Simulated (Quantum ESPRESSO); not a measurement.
How far to go with the k-point mesh at a smearing width of 0.05 eV: MgB₂ (P6mm, 3 atoms in the cell)

```
CELL_PARAMETERS angstrom
      3.10545     0.00000     0.00000
     -1.55272     2.68940     0.00000
      0.00000     0.00000     3.53760
ATOMIC_POSITIONS crystal
  Mg 0.00000 0.00000 0.01413
  B  0.33333 0.66667 0.50000
  B  0.66667 0.33333 0.50000
```

Level of theory: PBEsol, PseudoDojo standard norm-conserving (PBESOL) pseudopotentials (plane waves; Quantum ESPRESSO 7.5).

Base settings: ecutwfc = 85 Ry; occupations = smearing; smearing = fd; degauss = 0.0073499 Ry; potentials = {Mg: Mg.upf, B: B.upf}; K_POINTS = automatic 8 8 7 0 0 0; conv_thr = 1e-10 Ry; mixing_beta = 0.5.

In this ladder: degauss = 0.0036749 Ry.

The second cell is the first with its lattice scaled by 0.98.

Only quantities that move along the ladder and can be compared are tabulated.

The count of work is k-points × plane waves × bands × iterations; it is no time. Core times come from one kind of shared machine, to one figure; runs under 30 s give none.

The starting cell has typed, rounded lattice constants, without a prior relaxation at this level. Its lattice was rescaled by up to half a per cent. One atom was moved a little off its site on purpose. In the base run, with a pressure of about -5 GPa the cell is away from its equilibrium volume at this level.

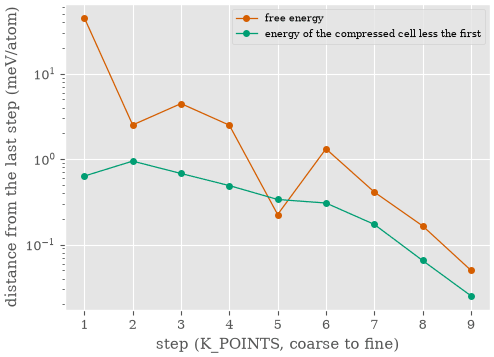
Fig. 1. Distance from the last step along the ladder; very small values are drawn at a floor.

```csv
K_POINTS,free energy less the last step's (meV/atom),energy of the compressed cell less the first (meV/atom),pressure (GPa),largest difference of a force vector from the last step's (eV/Å),count of work / last,core time / last (rough)
automatic 4 4 3 0 0 0,44.94,-3.33,-5.33,0.011,0.013,–
automatic 5 5 4 0 0 0,-2.51,-3.64,-5.46,0.003,0.024,–
automatic 6 6 5 0 0 0,4.46,-2.02,-5.03,0.008,0.030,–
automatic 8 8 6 0 0 0,2.50,-2.21,-5.06,0.003,0.080,–
automatic 9 9 7 0 0 0,-0.22,-2.36,-5.11,0.004,0.087,–
automatic 11 11 8 0 0 0,-1.32,-3.00,-5.27,0.003,0.15,–
automatic 13 13 10 0 0 0,0.41,-2.87,-5.23,0.002,0.23,0.2
automatic 16 16 12 0 0 0,-0.17,-2.76,-5.20,0.001,0.34,0.4
automatic 20 20 15 0 0 0,-0.02,-2.72,-5.19,0.000,0.58,0.7
automatic 24 24 18 0 0 0,0.00,-2.70,-5.19,0.000,1.0,1
```

Coarsest K_POINTS that holds the free energy within 0.5 meV/atom of the last step, with all finer ones: automatic 13 13 10 0 0 0, at 0.23 of the last step's count of work and about 0.2 of the last step's time; the step before is off by 1.3 meV/atom.

Coarsest K_POINTS that holds the energy of the compressed cell less the first within 0.2 meV/atom of the last step, with all finer ones: automatic 13 13 10 0 0 0, at 0.23 of the last step's count of work and about 0.2 of the last step's time; the step before is off by 0.31 meV/atom.

Coarsest K_POINTS that holds the pressure within 0.1 GPa of the last step, with all finer ones: automatic 9 9 7 0 0 0, at 0.087 of the last step's count of work; the step before is off by 0.13 GPa.

The energy difference between the two cells stays within 1 meV/atom of the last step's from automatic 4 4 3 0 0 0 on, the total only from automatic 13 13 10 0 0 0 on: much of the error is common to both cells and cancels.
